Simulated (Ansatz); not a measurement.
```xyz
5

Al   -1.1554   -0.0665   -0.3801
C    -0.1952   -0.2285    1.2083
Si    1.1298    0.1053    0.1360
H    -2.3834   -0.0376   -1.3674
H     2.6042    0.2273    0.4033
```

Geometry: PBE0-D4/def2-TZVP.

Level of theory: UKS PBE0-D4/def2-TZVPP in Ansatz.

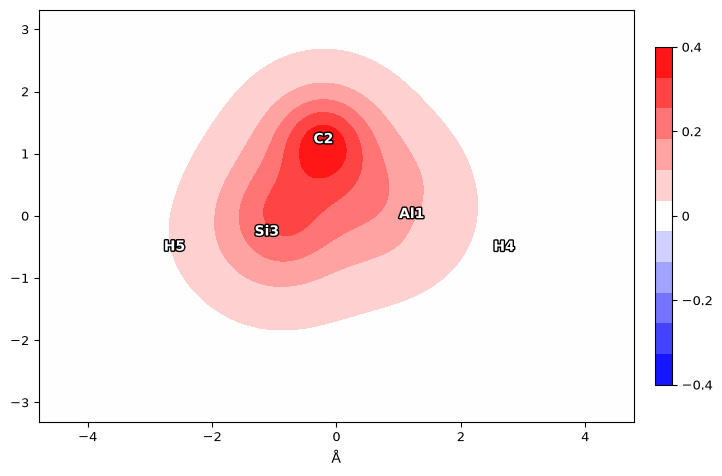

CH$_{2}$AlSi (doublet). The HOMO−1 (α) on a plane 0.8 Å above the molecular plane (values in Å⁻³ᐟ²; the overall sign is arbitrary).

### Where does this orbital lie, and at what energy?

It lies mainly on C2 (about 45 %), Si3 (about 35 %) and Al1 (about 20 %); it changes sign across the molecular plane (π type); π-bonding across Al1–C2, Al1–Si3 and C2–Si3. Its energy is −7.21 eV.
